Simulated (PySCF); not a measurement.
# C5H7F: NMR shifts at several levels of theory, part 2 of 2

PySCF 2.14.0. Atoms count from 0. The steps go on from the part before.

## Step 8: NMR shieldings: CAM-B3LYP/pcSseg-1

What the job is given:

```
{"job": {"kind": "nmr", "xc": "CAM-B3LYP", "basis": "pcSseg-1", "pop": false}, "charge": 0, "multiplicity": 1}
F     -1.542296     2.339106    -0.104818
C     -0.761906     1.274103     0.035283
C      0.545763     1.287341     0.294640
C      1.077338    -0.117248     0.310024
C     -0.200135    -0.986782     0.346952
C     -1.340222    -0.089839    -0.162518
H      1.145499     2.189841     0.420632
H      1.682257    -0.316353    -0.593770
H      1.737734    -0.318700     1.169134
H     -0.098295    -1.915424    -0.231385
H     -0.408166    -1.277233     1.388118
H     -1.570522    -0.253242    -1.231121
H     -2.285894    -0.225704     0.386351
```

Level: GIAO CAM-B3LYP/pcSseg-1 NMR shielding, non-relativistic, gas phase.

What it wrote:

```text
coarse grid: 10856 points
cycle   1  E = -294.2983030680  dE =  9.600e-01  |g| = 4.818e-01  |ddm| = 3.158e+00
cycle   2  E = -294.2979747765  dE =  3.283e-04  |g| = 5.330e-01  |ddm| = 6.627e-01
cycle   3  E = -294.3428990921  dE = -4.492e-02  |g| = 4.730e-02  |ddm| = 3.388e-01
cycle   4  E = -294.3432880878  dE = -3.890e-04  |g| = 2.335e-02  |ddm| = 5.033e-02
cycle   5  E = -294.3434160819  dE = -1.280e-04  |g| = 4.074e-03  |ddm| = 2.166e-02
cycle   6  E = -294.3434202692  dE = -4.187e-06  |g| = 8.138e-04  |ddm| = 4.381e-03
final grid: 105248 points
cycle   7  E = -294.3978169160  dE = -2.560e-05  |g| = 4.773e-03  |ddm| = 1.423e-02
cycle   8  E = -294.3978154745  dE =  1.442e-06  |g| = 5.793e-03  |ddm| = 7.477e-03
cycle   9  E = -294.3978214722  dE = -5.998e-06  |g| = 4.479e-04  |ddm| = 4.099e-03
cycle  10  E = -294.3978215024  dE = -3.015e-08  |g| = 1.726e-04  |ddm| = 4.251e-04
cycle  11  E = -294.3978215085  dE = -6.121e-09  |g| = 2.493e-05  |ddm| = 1.567e-04
cycle  12  E = -294.3978215086  dE = -1.199e-10  |g| = 1.168e-05  |ddm| = 2.728e-05
converged SCF energy = -294.3978215086

GIAO shielding tensors (ppm)
atom      isotropic    diamagn.    paramagn.     s11        s22        s33       span
  0 F      299.556     472.612    -173.056    191.334    283.686    423.648    232.315
  1 C        5.606     252.432    -246.826    -98.008     45.675     69.151    167.159
  2 C       71.949     257.369    -185.420    -25.804     97.355    144.297    170.101
  3 C      153.164     245.781     -92.617    135.868    154.371    169.252     33.385
  4 C      159.317     245.884     -86.567    137.178    169.184    171.589     34.411
  5 C      150.727     248.874     -98.147    128.938    154.543    168.699     39.761
  6 H       26.241      30.013      -3.771     24.329     25.069     29.326      4.997
  7 H       28.982      29.718      -0.736     25.142     26.750     35.053      9.910
  8 H       29.154      29.381      -0.227     25.179     26.788     35.496     10.317
  9 H       29.574      29.717      -0.143     25.517     27.461     35.743     10.226
 10 H       29.480      29.919      -0.438     24.456     28.099     35.886     11.430
 11 H       28.875      29.440      -0.565     25.234     27.018     34.371      9.137
 12 H       29.227      28.851       0.377     25.443     27.303     34.935      9.492
```

Wall time 24 s (1 thread of Arm Neoverse N1, shared host); peak memory 0.73 GiB.

In short: δ C1 176.8, C2 110.5, C5 31.7, C3 29.3, H6 5.09, H11 2.28 ppm (means over like atoms).

## Step 9: NMR shieldings: wB97X-D/pcSseg-1

Settings changed since step 8:

```diff
@@ -1,2 +1,2 @@
-{"job": {"kind": "nmr", "xc": "CAM-B3LYP", "basis": "pcSseg-1", "pop": false}, "charge": 0, "multiplicity": 1}
+{"job": {"kind": "nmr", "xc": "wB97X-D", "basis": "pcSseg-1", "pop": false}, "charge": 0, "multiplicity": 1}
 F     -1.542296     2.339106    -0.104818
```

Method: GIAO wB97X-D/pcSseg-1 NMR shielding, non-relativistic, gas phase.

What it wrote:

```text
coarse grid: 10856 points
cycle   1  E = -294.3489679327  dE =  1.018e+00  |g| = 4.674e-01  |ddm| = 3.151e+00
cycle   2  E = -294.3564017722  dE = -7.434e-03  |g| = 4.796e-01  |ddm| = 5.954e-01
cycle   3  E = -294.3913338756  dE = -3.493e-02  |g| = 4.207e-02  |ddm| = 2.890e-01
cycle   4  E = -294.3916748639  dE = -3.410e-04  |g| = 1.830e-02  |ddm| = 4.287e-02
cycle   5  E = -294.3917508392  dE = -7.598e-05  |g| = 5.047e-03  |ddm| = 1.913e-02
cycle   6  E = -294.3917567485  dE = -5.909e-06  |g| = 1.430e-03  |ddm| = 5.418e-03
final grid: 105248 points
cycle   7  E = -294.4376124687  dE = -1.891e-04  |g| = 7.717e-03  |ddm| = 4.787e-02
cycle   8  E = -294.4376119836  dE =  4.851e-07  |g| = 8.568e-03  |ddm| = 1.386e-02
cycle   9  E = -294.4376239790  dE = -1.200e-05  |g| = 5.933e-04  |ddm| = 5.836e-03
cycle  10  E = -294.4376240497  dE = -7.073e-08  |g| = 2.998e-04  |ddm| = 1.118e-03
cycle  11  E = -294.4376240709  dE = -2.115e-08  |g| = 4.779e-05  |ddm| = 3.059e-04
cycle  12  E = -294.4376240717  dE = -8.097e-10  |g| = 9.720e-06  |ddm| = 9.273e-05
converged SCF energy = -294.4376240717

GIAO shielding tensors (ppm)
atom      isotropic    diamagn.    paramagn.     s11        s22        s33       span
  0 F      299.168     472.454    -173.286    190.252    283.484    423.768    233.516
  1 C       10.912     252.929    -242.017    -89.545     49.129     73.151    162.697
  2 C       75.889     257.947    -182.058    -19.628    100.830    146.466    166.094
  3 C      155.404     246.253     -90.848    138.225    156.791    171.197     32.972
  4 C      161.445     246.586     -85.140    139.570    171.193    173.574     34.004
  5 C      152.941     249.274     -96.333    131.315    156.843    170.666     39.351
  6 H       26.302      30.049      -3.747     24.348     25.077     29.481      5.133
  7 H       29.051      29.747      -0.696     25.197     26.740     35.214     10.017
  8 H       29.224      29.491      -0.267     25.209     26.791     35.672     10.464
  9 H       29.642      29.791      -0.148     25.513     27.458     35.956     10.443
 10 H       29.550      29.980      -0.430     24.526     28.086     36.038     11.512
 11 H       28.935      29.459      -0.524     25.249     27.029     34.528      9.279
 12 H       29.283      28.962       0.321     25.426     27.317     35.108      9.682
```

Wall time 23 s (1 thread of Arm Neoverse N1, shared host); peak memory 0.73 GiB.

In short: δ C1 173.6, C2 108.6, C5 31.6, C3 29.1, H6 5.08, H11 2.27 ppm (means over like atoms).

## Step 10: NMR shieldings: LC-wPBE/pcSseg-1

Settings changed since step 9:

```diff
@@ -1,2 +1,2 @@
-{"job": {"kind": "nmr", "xc": "wB97X-D", "basis": "pcSseg-1", "pop": false}, "charge": 0, "multiplicity": 1}
+{"job": {"kind": "nmr", "xc": "LC-wPBE", "basis": "pcSseg-1", "pop": false}, "charge": 0, "multiplicity": 1}
 F     -1.542296     2.339106    -0.104818
```

With the program's defaults for keys left out, this is: GIAO LC-wPBE/pcSseg-1 NMR shielding, non-relativistic, gas phase.

What it wrote:

```text
coarse grid: 10856 points
cycle   1  E = -294.2499690141  dE =  1.151e+00  |g| = 4.861e-01  |ddm| = 3.117e+00
cycle   2  E = -294.2664401011  dE = -1.647e-02  |g| = 4.695e-01  |ddm| = 5.829e-01
cycle   3  E = -294.2985251181  dE = -3.209e-02  |g| = 4.716e-02  |ddm| = 2.792e-01
cycle   4  E = -294.2990071045  dE = -4.820e-04  |g| = 1.699e-02  |ddm| = 5.180e-02
cycle   5  E = -294.2990710876  dE = -6.398e-05  |g| = 7.447e-03  |ddm| = 2.098e-02
cycle   6  E = -294.2990804307  dE = -9.343e-06  |g| = 1.055e-03  |ddm| = 6.582e-03
final grid: 105248 points
cycle   7  E = -294.3545478756  dE = -4.597e-05  |g| = 9.599e-03  |ddm| = 2.933e-02
cycle   8  E = -294.3545452113  dE =  2.664e-06  |g| = 1.083e-02  |ddm| = 1.317e-02
cycle   9  E = -294.3545621637  dE = -1.695e-05  |g| = 3.420e-04  |ddm| = 6.209e-03
cycle  10  E = -294.3545622279  dE = -6.414e-08  |g| = 1.980e-04  |ddm| = 4.430e-04
cycle  11  E = -294.3545622375  dE = -9.607e-09  |g| = 2.123e-05  |ddm| = 1.687e-04
cycle  12  E = -294.3545622377  dE = -2.425e-10  |g| = 5.868e-06  |ddm| = 5.656e-05
converged SCF energy = -294.3545622377

GIAO shielding tensors (ppm)
atom      isotropic    diamagn.    paramagn.     s11        s22        s33       span
  0 F      304.312     471.926    -167.615    198.209    286.700    428.026    229.816
  1 C       11.562     252.713    -241.151    -94.302     52.828     76.158    170.460
  2 C       76.736     257.690    -180.953    -24.513    104.494    150.228    174.741
  3 C      161.172     245.548     -84.375    143.610    163.082    176.825     33.214
  4 C      166.843     246.024     -79.181    144.801    176.809    178.918     34.117
  5 C      157.893     248.653     -90.760    135.323    162.144    176.211     40.888
  6 H       26.188      30.022      -3.833     24.123     24.881     29.561      5.438
  7 H       29.074      29.598      -0.524     25.117     26.628     35.477     10.359
  8 H       29.235      29.456      -0.221     25.047     26.687     35.972     10.924
  9 H       29.623      29.683      -0.061     25.302     27.324     36.241     10.939
 10 H       29.509      29.864      -0.355     24.358     27.938     36.230     11.872
 11 H       28.939      29.345      -0.407     25.116     26.954     34.745      9.629
 12 H       29.286      28.968       0.319     25.227     27.248     35.384     10.156
```

Wall time 31 s (1 thread of Arm Neoverse N1, shared host); peak memory 0.73 GiB.

In short: δ C1 177.0, C2 111.8, C5 30.7, C3 27.4, H6 5.14, H11 2.21 ppm (means over like atoms).

## Step 11: Nuclear shieldings: PBE0/STO-3G

Settings changed since step 10:

```diff
@@ -1,2 +1,2 @@
-{"job": {"kind": "nmr", "xc": "LC-wPBE", "basis": "pcSseg-1", "pop": false}, "charge": 0, "multiplicity": 1}
+{"job": {"kind": "nmr", "xc": "PBE0", "basis": "STO-3G", "pop": true}, "charge": 0, "multiplicity": 1}
 F     -1.542296     2.339106    -0.104818
```

Method: GIAO PBE0/STO-3G NMR shielding, non-relativistic, gas phase.

What it wrote:

```text
coarse grid: 10856 points
cycle   1  E = -290.4738500230  dE =  8.646e-01  |g| = 3.562e-01  |ddm| = 4.643e+00
cycle   2  E = -290.4726521638  dE =  1.198e-03  |g| = 3.971e-01  |ddm| = 9.525e-01
cycle   3  E = -290.5176846182  dE = -4.503e-02  |g| = 5.343e-02  |ddm| = 4.960e-01
cycle   4  E = -290.5185048407  dE = -8.202e-04  |g| = 2.552e-02  |ddm| = 1.116e-01
cycle   5  E = -290.5187151526  dE = -2.103e-04  |g| = 4.328e-03  |ddm| = 3.852e-02
cycle   6  E = -290.5187211266  dE = -5.974e-06  |g| = 9.576e-04  |ddm| = 7.006e-03
final grid: 105248 points
cycle   7  E = -290.4901564930  dE = -6.081e-06  |g| = 3.061e-03  |ddm| = 1.121e-02
cycle   8  E = -290.4901568597  dE = -3.667e-07  |g| = 2.932e-03  |ddm| = 7.683e-03
cycle   9  E = -290.4901594612  dE = -2.601e-06  |g| = 3.440e-04  |ddm| = 3.797e-03
cycle  10  E = -290.4901594924  dE = -3.118e-08  |g| = 1.056e-04  |ddm| = 5.155e-04
cycle  11  E = -290.4901594963  dE = -3.896e-09  |g| = 2.532e-05  |ddm| = 1.923e-04
cycle  12  E = -290.4901594965  dE = -2.055e-10  |g| = 4.777e-06  |ddm| = 3.509e-05
converged SCF energy = -290.4901594965

GIAO shielding tensors (ppm)
atom      isotropic    diamagn.    paramagn.     s11        s22        s33       span
  0 F      328.896     451.301    -122.406    224.184    249.308    513.196    289.012
  1 C      107.156     259.222    -152.067     44.436    133.406    143.625     99.189
  2 C      139.697     255.488    -115.791     59.316    160.712    199.062    139.746
  3 C      200.502     245.091     -44.589    182.622    202.413    216.470     33.848
  4 C      204.520     244.276     -39.756    181.304    211.484    220.771     39.467
  5 C      202.259     245.918     -43.658    185.545    203.865    217.369     31.824
  6 H       28.215      30.418      -2.203     25.369     26.510     32.765      7.395
  7 H       30.976      30.928       0.048     26.189     27.871     38.869     12.680
  8 H       31.010      30.174       0.836     25.905     27.883     39.242     13.337
  9 H       31.188      30.559       0.629     25.853     28.257     39.454     13.601
 10 H       31.129      30.970       0.159     25.661     28.687     39.038     13.376
 11 H       30.861      30.760       0.101     26.047     27.882     38.653     12.606
 12 H       30.963      30.008       0.955     25.832     27.990     39.067     13.235
```

It took 5.4 s on 1 thread of Arm Neoverse N1, shared host; peak memory 0.44 GiB.

This run: δ C1 127.5, C2 95.0, C3 34.2, C5 32.4, H6 4.39, H11 1.69 ppm (means over like atoms).

## Step 12: Shielding tensors: PBE0/6-31G

Settings changed since step 11:

```diff
@@ -1,2 +1,2 @@
-{"job": {"kind": "nmr", "xc": "PBE0", "basis": "STO-3G", "pop": true}, "charge": 0, "multiplicity": 1}
+{"job": {"kind": "nmr", "xc": "PBE0", "basis": "6-31G", "pop": true}, "charge": 0, "multiplicity": 1}
 F     -1.542296     2.339106    -0.104818
```

Level: GIAO PBE0/6-31G NMR shielding, non-relativistic, gas phase.

What it wrote:

```text
coarse grid: 10856 points
cycle   1  E = -294.1470756781  dE =  8.632e-01  |g| = 4.869e-01  |ddm| = 3.296e+00
cycle   2  E = -294.1160365175  dE =  3.104e-02  |g| = 6.345e-01  |ddm| = 1.067e+00
cycle   3  E = -294.1980966425  dE = -8.206e-02  |g| = 7.332e-02  |ddm| = 5.872e-01
cycle   4  E = -294.1994102227  dE = -1.314e-03  |g| = 2.890e-02  |ddm| = 1.134e-01
cycle   5  E = -294.1996038788  dE = -1.937e-04  |g| = 9.754e-03  |ddm| = 3.412e-02
cycle   6  E = -294.1996256371  dE = -2.176e-05  |g| = 1.433e-03  |ddm| = 1.235e-02
cycle   7  E = -294.1996260457  dE = -4.086e-07  |g| = 5.105e-04  |ddm| = 2.028e-03
final grid: 105248 points
cycle   8  E = -294.1626258160  dE = -1.126e-05  |g| = 7.739e-03  |ddm| = 1.963e-02
cycle   9  E = -294.1626157592  dE =  1.006e-05  |g| = 1.060e-02  |ddm| = 1.899e-02
cycle  10  E = -294.1626401895  dE = -2.443e-05  |g| = 1.062e-03  |ddm| = 1.160e-02
cycle  11  E = -294.1626404166  dE = -2.271e-07  |g| = 1.657e-04  |ddm| = 1.205e-03
cycle  12  E = -294.1626404219  dE = -5.315e-09  |g| = 8.759e-05  |ddm| = 2.441e-04
cycle  13  E = -294.1626404239  dE = -1.947e-09  |g| = 1.434e-05  |ddm| = 9.688e-05
cycle  14  E = -294.1626404239  dE = -4.934e-11  |g| = 4.253e-06  |ddm| = 2.062e-05
converged SCF energy = -294.1626404239

GIAO shielding tensors (ppm)
atom      isotropic    diamagn.    paramagn.     s11        s22        s33       span
  0 F      303.272     467.978    -164.706    188.211    283.780    437.825    249.614
  1 C       39.330     250.221    -210.891    -46.240     71.455     92.775    139.015
  2 C       95.537     255.891    -160.353     10.913    115.105    160.594    149.681
  3 C      170.414     245.312     -74.898    152.447    171.880    186.913     34.466
  4 C      176.037     243.794     -67.757    153.173    185.818    189.120     35.947
  5 C      168.046     247.115     -79.069    145.756    171.626    186.757     41.001
  6 H       27.617      28.868      -1.250     25.863     26.079     30.910      5.047
  7 H       30.115      29.418       0.697     25.949     27.840     36.556     10.607
  8 H       30.387      29.609       0.777     26.016     28.143     37.000     10.984
  9 H       30.867      29.660       1.207     26.333     28.908     37.359     11.026
 10 H       30.585      30.040       0.546     25.262     29.203     37.291     12.028
 11 H       29.962      29.374       0.588     26.020     27.932     35.933      9.913
 12 H       30.411      29.670       0.742     26.321     28.367     36.547     10.225
```

Wall time 10 s (1 thread of Arm Neoverse N1, shared host); peak memory 0.46 GiB.

Key values: δ C1 160.2, C2 104.0, C5 31.5, C3 29.1, H6 4.99, H11 2.43 ppm (means over like atoms).

## Step 13: Side by side: NMR shifts

Shifts (ppm) of some atoms, chosen among heavy atoms and hydrogens apart, means over like atoms, with basis size and wall time:

```csv
run,C1,C2,C3,C4,H6,H7,F0,functions,time
PBE0/pcSseg-1,172.3,108.0,29.9,23.2,5.06,2.31,-114.7,137,19 s
mPW1PW91/pcSseg-1,172.3,108.2,30.0,23.3,5.06,2.31,-114.8,137,19 s
WP04/pcSseg-1,173.0,110.1,32.4,26.2,4.91,2.22,-117.0,137,20 s
B97-2/pcSseg-1,169.0,105.6,30.1,23.7,5.02,2.31,-115.0,137,19 s
BHandHLYP/pcSseg-1,174.1,110.1,28.6,22.7,5.14,2.24,-108.2,137,19 s
CAM-B3LYP/pcSseg-1,176.8,110.5,29.3,23.1,5.09,2.26,-110.5,137,24 s
wB97X-D/pcSseg-1,173.6,108.6,29.1,23.1,5.08,2.24,-112.0,137,23 s
LC-wPBE/pcSseg-1,177.0,111.8,27.4,21.7,5.14,2.17,-98.5,137,31 s
PBE0/STO-3G,127.5,95.0,34.2,30.2,4.39,1.61,-24.5,37,5.4 s
PBE0/6-31G,160.2,104.0,29.1,23.5,4.99,2.36,-125.9,68,10 s
```

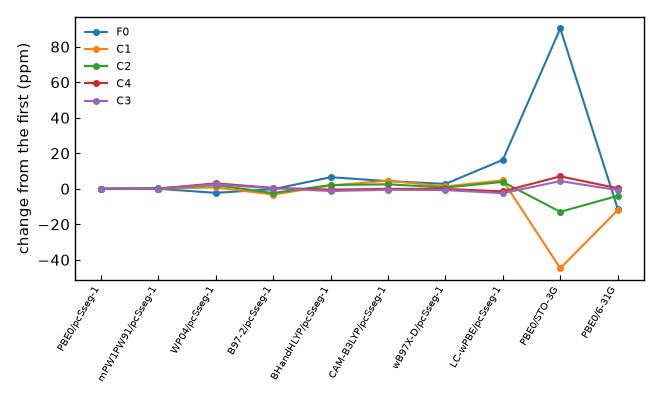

How five of the tabulated atoms move from run to run.

## Step 14: Summary of results

What follows sums up all 2 parts.

```
                                                              quantity                                             value
                                                           point group                                                C1
                                  rotational constants (main isotopes)                              7.20, 3.15, 2.30 GHz
                                ¹³C shifts against TMS (PBE0/pcSseg-1)                172.3, 108.0, 31.9, 29.9, 23.2 ppm
¹H shifts against TMS (PBE0/pcSseg-1, means over atoms taken as alike)                        5.06, 2.31, 2.31, 1.81 ppm
                              ¹⁹F shifts against CFCl3 (PBE0/pcSseg-1)                                        -114.7 ppm
                                              range of the shift of F0                               -125.9 to -24.5 ppm
                                         property runs in this session  10, of which 0 failed and 1 gave unsound results
```

In words: Single values in the summary come from the first run of each kind that ended normally (PBE0/pcSseg-1), which need not be the best level. Over 3 steps the energy fell by 0.116 eV; of the close pairs, C3–C4 changed most, 1.578 to 1.546 Å. No frequency check was run at this level, so the end point may be a saddle. H6 (hydrogen on an alkene CH) lies farthest downfield among hydrogen, at 5.06 ppm; a vinylic proton, deshielded by the sp2 carbon and the C=C anisotropy. At PBE0/pcSseg-1: Shielding is most anisotropic at F0 (span 243 ppm, paramagnetic term -180 ppm). Across the 10 runs the shift of F0 moves most, between -125.9 (PBE0/6-31G) and -24.5 ppm (PBE0/STO-3G). A minimal basis is unusable for shieldings, so that end is no result. Most of that comes from the computed reference, not from the atom's own shielding.
